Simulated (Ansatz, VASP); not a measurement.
# Cross-check of SiGe2 between VASP and Ansatz, part 2 of 2

Aim: how closely do two programs agree when they are given the same cell, functional and k mesh? The cell is generated by rule, not measured, and may not be a known phase. The cell is taken from a series of VASP runs on this material, whose earlier steps may have relaxed, scaled or displaced it; both programs get it as it stands. Valence electrons are named where the data sets of a main pair hold unlike numbers.

VASP 6.6.1 and Ansatz 0.2.0.

So far. Step 2 (VASP: band structure, PBEsol, spin-orbit coupling): The run ends at a pressure of 35.92 GPa.

The structure was built from a prototype and need not be the compound's stable phase.

## Step 3: Ansatz: band structure, PBEsol, spin-orbit coupling

Level of this step: Ansatz beside VASP: Kohn-Sham DFT, plane waves, PBEsol, spin-orbit coupling (Ansatz).

Ansatz runs on its fully relativistic PAW (standard-fr) files.

The same cell, functional, mesh and smearing now go to Ansatz, which takes its cutoff from its data sets.

Input file input.yaml:

```yaml
crystal:
  lattice:
    - [0.0, 2.78306, 2.78306]
    - [2.78306, 0.0, 2.78306]
    - [2.78306, 2.78306, 0.0]
  atoms:
    - { symbol: Si, position: [0.0, 0.0, 0.0] }
    - { symbol: Ge, position: [0.25, 0.25, 0.25] }
    - { symbol: Ge, position: [0.75, 0.75, 0.75] }
hamiltonian:
  xc: pbesol
  pseudopotentials: { kind: paw_fr }
magnetization:
  noncollinear: true
  spin_orbit: true
kpoints:
  mp_grid: { grid: [8, 8, 8] }
  band_path:
    path:
      - [0.0, 0.0, 0.0]
      - [0.16667, 0.0, 0.16667]
      - [0.33333, 0.0, 0.33333]
      - [0.5, 0.0, 0.5]
      - [0.5, 0.08333, 0.58333]
      - [0.5, 0.18333, 0.68333]
      - [0.5, 0.25, 0.75]
      - [0.45, 0.3, 0.75]
      - [0.40833, 0.34167, 0.75]
      - [0.35, 0.35, 0.7]
      - [0.225, 0.225, 0.45]
      - [0.075, 0.075, 0.15]
      - [0.03333, 0.03333, 0.03333]
      - [0.23333, 0.23333, 0.23333]
      - [0.4, 0.4, 0.4]
      - [0.51667, 0.46667, 0.51667]
      - [0.55833, 0.38333, 0.55833]
      - [0.60833, 0.28333, 0.60833]
      - [0.60833, 0.25, 0.64167]
      - [0.55833, 0.25, 0.69167]
      - [0.51667, 0.25, 0.73333]
      - [0.5, 0.3, 0.7]
      - [0.5, 0.38333, 0.61667]
      - [0.5, 0.48333, 0.51667]
      - [0.475, 0.475, 0.55]
      - [0.425, 0.425, 0.65]
      - [0.38333, 0.38333, 0.73333]
      - [0.59167, 0.18333, 0.59167]
      - [0.55, 0.1, 0.55]
      - [0.5, 0.0, 0.5]
    npoints: 1
scf:
  occupations: { method: gaussian, width: 0.02 }
  n_extra_bands: 14
output:
  forces: true
  stress: true
  eigenvalues: true
```

On the command line:

```
$ ansatz run input.yaml --threads 2 --pin off --max-ram 4608MiB --backend cpu --events-out ev --progress --plain --runs-dir out
```

Numbers of over 12 decimals in the logs are rounded to 6 here.

Log:

```text
scf.n_extra_bands = 14 over 32 filled bands (N_el = 32.0): the run solves 46 bands
Engine: ansatz 0.2.0, aarch64-unknown-linux-gnu
Pseudopotentials: kind: paw_fr
Pseudopotential: Si, paw_fr, valence charge 4, recommended cutoff 420 eV (normal), Si.paw.azcp#standard-fr
Pseudopotential: Ge, paw_fr, valence charge 14, recommended cutoff 420 eV (normal), Ge.paw.azcp#standard-fr
Functional definition: PBEsol
  exchange = pbesol_x
  correlation = pbesol_c
non-collinear run that drives no moment, with spin-orbit: no starting moment large enough to seed its density (crystal.atoms[].spin), no starting occupations that ask for one, no magnetisation constraint and no magnetic field, so the semilocal B_xc is pinned to zero
Crystal: 3 atoms, lattice volume = 43.112 Å³
Basis set: ecut = 420 eV, 869 PW (Γ), exchange–correlation on 54×54×54 points (8 copies of the dense FFT grid, shifted against one another)
Bands: 46, of which v1, the nominal top of the filled ones, is band 32 counted from 1 (31 counted from 0)
Symmetry: 48 space group operations + 48 with time reversal
Magnetic group: BNS 225.117 (UNI 1619), of the structure as read, at distance tolerance 3.5e-5 Å
k-points: 29 of 512
Projection manifold: j_resolved (fully-relativistic pseudo-atomic orbitals)
Non-local potential: Si, projectors of the file, l = 0: 2, l = 1: 4, l = 2: 4
Non-local potential: Ge, projectors of the file, l = 0: 2, l = 1: 4, l = 2: 6, l = 3: 2
PAW form: soft (Blöchl's): semilocal exchange-correlation on the pseudo side does not see the compensation charge
PAW frozen core: Si, regenerated for the run's functional, and the local potential with it (the file was generated under x = pbe(κ = 0.804, μ = 0.219515), c = pbe(β = 0.066725))
PAW frozen core: Ge, regenerated for the run's functional, and the local potential with it (the file was generated under x = pbe(κ = 0.804, μ = 0.219515), c = pbe(β = 0.066725))
PAW one-centre angular grid: Si, 110 points (default); XC on 64 Gauss nodes
PAW one-centre angular grid: Ge, 590 points (default); XC on 64 Gauss nodes
Initial density: superposition of atomic densities (chi_scale 0.1, normalization cell, long waves kept (reshape's long-wave potential 0.00 eV rms))
Initial wavefunctions: pseudopotential atomic-orbital guess
Functional: x = pbesol(κ = 0.804, μ = 0.123457), c = pbesol(β = 0.046)
SCF iter   1: F=—  HF=-9126.675168 eV  |F-HF|=—  |Δ(HF+E_count)|=         —  Δρ=3.51e-2  dr2=5.93e-1  dr2_m=0.00e0 (ungated)  ethr=3.10e-3  |M|=0.00e0 ∫|m|=0.00e0 μB  |m|>n=0.0e0 m-floor=0.0e0 τ_xc=0.0e0  β_m=0.30  ⟨swp⟩=5.8  Hψ=3250  notcnv=0  defer=40
preconditioner: auto → Kerker (q_TF=auto, 2.596 Å⁻¹)  [metal: Δε(μ)=0.016 eV  Ē_g=23.063 eV  σ=0.020 eV  W_gap=0.39  n_scr=14 (ndim 8)  ℏωp=32.0 eV  f_vac=0.000  D(μ)=1.02/eV (n_scr^D=8)]
spin=Noncollinear: Kerker preconditioning applied to the charge; magnetization (m_x, m_y, m_z) channels mix plain (no charge-response kernel on spin).
SCF iter   2: F=—  HF=-9126.601209 eV  |F-HF|=—  |Δ(HF+E_count)|=   7.40e-2  Δρ=2.75e-2  dr2=3.74e-1  dr2_m=0.00e0 (ungated)  ethr=1.85e-3  |M|=0.00e0 ∫|m|=0.00e0 μB  |m|>n=0.0e0 m-floor=0.0e0 τ_xc=0.0e0  β_m=0.65  ⟨swp⟩=1.3  Hψ=798  notcnv=0  defer=128
SCF iter   3: F=—  HF=-9126.491406 eV  |F-HF|=—  |Δ(HF+E_count)|=   1.10e-1  Δρ=4.25e-3  dr2=1.34e-2  dr2_m=0.00e0 (ungated)  ethr=1.17e-3  |M|=0.00e0 ∫|m|=0.00e0 μB  |m|>n=0.0e0 m-floor=0.0e0 τ_xc=0.0e0  β_m=0.82  ⟨swp⟩=2.0  Hψ=810  notcnv=0  defer=186
SCF iter   4: F=—  HF=-9126.488769 eV  |F-HF|=—  |Δ(HF+E_count)|=   2.64e-3  Δρ=1.92e-3  dr2=2.10e-3  dr2_m=0.00e0 (ungated)  ethr=4.20e-5  |M|=0.00e0 ∫|m|=0.00e0 μB  |m|>n=0.0e0 m-floor=0.0e0 τ_xc=0.0e0  β_m=0.91  ⟨swp⟩=2.0  Hψ=1128  notcnv=0  defer=226
SCF iter   5: F=—  HF=-9126.488899 eV  |F-HF|=—  |Δ(HF+E_count)|=   1.30e-4  Δρ=1.65e-3  dr2=1.07e-3  dr2_m=0.00e0 (ungated)  ethr=6.57e-6  |M|=0.00e0 ∫|m|=0.00e0 μB  |m|>n=0.0e0 m-floor=0.0e0 τ_xc=0.0e0  β_m=0.74  ⟨swp⟩=2.0  Hψ=1108  notcnv=0  defer=226
SCF iter   6: F=—  HF=-9126.487858 eV  |F-HF|=—  |Δ(HF+E_count)|=   1.04e-3  Δρ=3.01e-4  dr2=3.99e-5  dr2_m=0.00e0 (ungated)  ethr=3.34e-6  |M|=0.00e0 ∫|m|=0.00e0 μB  |m|>n=0.0e0 m-floor=0.0e0 τ_xc=0.0e0  β_m=0.87  ⟨swp⟩=2.0  Hψ=1107  notcnv=0  defer=226
SCF iter   7: F=—  HF=-9126.487878 eV  |F-HF|=—  |Δ(HF+E_count)|=   1.98e-5  Δρ=7.52e-5  dr2=1.50e-6  dr2_m=0.00e0 (ungated)  ethr=1.25e-7  |M|=0.00e0 ∫|m|=0.00e0 μB  |m|>n=0.0e0 m-floor=0.0e0 τ_xc=0.0e0  β_m=0.94  ⟨swp⟩=2.0  Hψ=1096  notcnv=0  defer=226
SCF iter   8: F=-9126.487878 eV  HF=-9126.487878 eV  |F-HF|=2.04e-8  |Δ(HF+E_count)|=   2.14e-7  Δρ=1.11e-5  dr2=3.75e-8  dr2_m=0.00e0 (ungated)  ethr=3.13e-10  |M|=0.00e0 ∫|m|=0.00e0 μB  |m|>n=0.0e0 m-floor=0.0e0 τ_xc=0.0e0  ⟨swp⟩=8.7  Hψ=3415  notcnv=0
SCF 1 converged in 8 iterations: F = -9126.487878 eV  dr2 = 3.75e-8
  greatest PAW one-centre occupation: 0.998 electrons in one spin orbital (limit 2), on the Ge atom at site 2 (counted from 0), in its partial waves of l = 2
NSCF: frozen V_eff on 30 k-points
SCF converged after 8 iterations
Magnetization: |M| = 0.0000 μB,  M = (+0.0000, +0.0000, +0.0000) μB
Absolute magnetization: 0.0000 μB (∫|m|)
  site 0: m = (+0.0000, +0.0000, +0.0000) μB, |m| = 0.0000 μB  (R = 0.99 Å)
  site 1: m = (+0.0000, +0.0000, +0.0000) μB, |m| = 0.0000 μB  (R = 0.99 Å)
  site 2: m = (+0.0000, +0.0000, +0.0000) μB, |m| = 0.0000 μB  (R = 0.99 Å)
Free energy (F): -9126.487878 eV
Harris-Foulkes:  -9126.487878 eV  (|F-HF|=2.04e-8)
Internal energy: -9126.487621 eV  (E = F + TS)
E sigma→0 (E₀):  -9126.487750 eV
Entropy (-TS):   -0.000257 eV (-0.086 meV/atom)
Fermi energy:    13.935312 eV
--- Per-component energies (eV) ---
  E_band       = -129.654160
  E_kinetic    = 278.514568
  E_local      = -4338.197690  (includes V_loc(G=0)·N_el)
  E_nonlocal   = 866.519225
  E_hartree    = 1936.620990
  E_xc         = -212.781850
  E_vxc        = -186.733007  (∫ρ·V_xc dr)
  E_paw        = -4454.457447  (= ΣΔE_a)
  E_vpaw       = -623.011477  (= ΣTr[D̂ρ^β])
  E_aug_tail   = 0.000571  (compensation charges beyond the density's cutoff)
  E_ewald      = -3204.579870
  E_core_change = 1.873881  (= ΣΔE_core)
  E_smearing   = -0.000257  (= −TS)
  E_closure    = -0.000000  (closes the sum)
  Σ components = -9126.487878   (vs F -9126.487878, Δ=0.00e0)
--- Forces (eV/Å), atoms counted from 1 ---
  atom   1  Si     0.00000000    -0.00000000     0.00000000
  atom   2  Ge    -0.00000000    -0.00000000     0.00000000
  atom   3  Ge    -0.00000000     0.00000000    -0.00000000
  max |Σ_I F_I| component: 9.25e-18 eV/Å
--- Stress (GPa, compression-positive) ---
       36.349517       0.000000      -0.000000
       -0.000000      36.349517      -0.000000
       -0.000000       0.000000      36.349517
  P = ⅓ Tr σ = 36.3495 GPa (363.495 kbar)
--- Band table (eV; the first three rows and the last of 29) ---
  k-point 0: bands = [... 28 lower, 11.4915, 11.4915, 12.4303, 12.4303, 12.5071, 12.5071, 12.5071, 12.5071, ... 10 higher]
  k-point 1: bands = [... 28 lower, 11.5032, 11.5032, 12.8956, 12.8956, 12.9949, 12.9949, 13.8243, 13.8243, ... 10 higher]
  k-point 2: bands = [... 28 lower, 10.9245, 10.9245, 13.0330, 13.0330, 13.1659, 13.1659, 14.8507, 14.8507, ... 10 higher]
  k-point 28: bands = [... 28 lower, 12.9460, 12.9460, 12.9531, 12.9531, 15.8379, 15.8379, 15.9198, 15.9198, ... 10 higher]
```

Run time: 18 s. Hardware: 2 threads of Arm Neoverse N1, shared host; peak memory 0.46 GiB; 35 s of CPU time.

In the SCF lines HF is the Harris–Foulkes energy and dr2 the Hartree energy of the density residual, in eV; the loop may stop once dr2 is under the threshold and the program's other checks hold. Hψ counts applications of the Hamiltonian.

## Step 4: Comparison

Known differences besides the potentials themselves: spin-orbit coupling enters by fully relativistic files in Ansatz and inside the spheres in VASP; the cutoff is 420 eV in Ansatz and 410 eV in VASP; Ansatz makes its cores anew for this functional, VASP keeps those of its PBE data sets. Total energies have different zeros and are not compared.

Both answers:

```tsv
quantity	Ansatz	VASP	difference
pressure (GPa)	36.35	35.92	+0.43
```

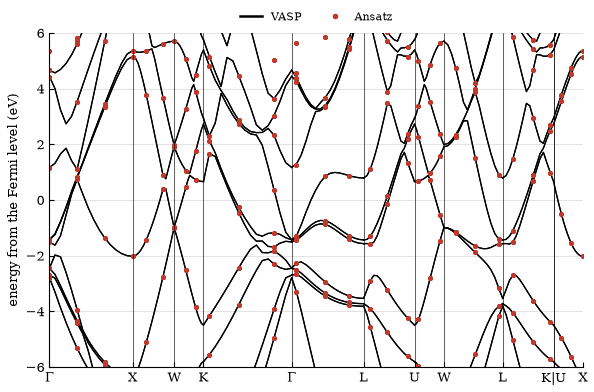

Bands from VASP (lines) and levels from Ansatz (dots). Dots without a line are higher empty bands that the VASP plot leaves out.

Levels from 3 eV below to 2 eV above the Fermi level differ by 4 meV r.m.s. and 16 meV at most; each VASP level is matched to the nearest of Ansatz, which flatters the figure a little.

## Step 5: Summary of results

| Property | Result |
| --- | --- |
| r.m.s. difference of levels near the Fermi level (band structure, PBEsol, spin-orbit coupling) | 4.0 meV |

In words: The r.m.s. difference of levels near the Fermi level is 4.0 meV (band structure, PBEsol, spin-orbit coupling), within the 80 meV picked in this series as the mark of a large difference. 1 further run of this series is not shown here. Such differences can come from data sets, numerical settings and the points named under the comparisons, not from the functional's error against experiment.

[Lines on the potential files, build, host, timing and source positions are cut from VASP's logs without a mark.]

[Logs are printed without paths, hosts, clocks, repeated set-up lines and the standing remarks that a program may print on its own settings, such as how far it seeks lower states.]

[Hosts, paths, dates, database ids (printed as entryN), source tags and the programs' standing remarks are cut or masked in the printed files.]
